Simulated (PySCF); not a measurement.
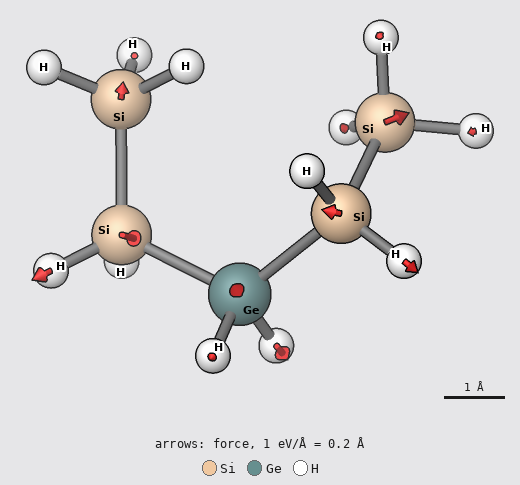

Starting geometry of GeSi$_{4}$H$_{12}$ with the computed forces as red arrows. Style: ball-and-stick. Shown at a tilt.

The start comes from GFN2-xTB. Its atoms were then displaced at random by about 0.03 Å.

Theory: PBE0-D3(BJ)/def2-SVP geometry optimisation, gas phase in PySCF 2.14.0, density-fitted response routines. 

Question: Is this structure relaxed? If not, where do the atoms go?

Answer: It isn't relaxed: the largest force vector, on a Si atom, is 3.58 eV/Å. The final displacements have little in common with the starting forces (cosine between the two patterns 0.01). The atom that moves furthest after the best rigid fit is an H atom (2.37 Å). By element the largest moves are H 2.37 Å, Si 0.60 Å, Ge 0.27 Å. Some distances before and after: H–Si 1.641 → 1.497 Å, Ge–H 1.430 → 1.542 Å, Si–Si 2.236 → 2.344 Å, H–Si 1.399 → 1.496 Å. Bond angles that change, for instance: Si–Ge–Si 120.0° → 107.3°, H–Si–H 100.6° → 109.0°, Si–Si–H 117.4° → 109.2°. Groups turn about Si–Si by about 60°, Si–Si by about 50°, Ge–Si by about 45°. The energy falls by 22.3 kcal/mol in 40 geometry steps.
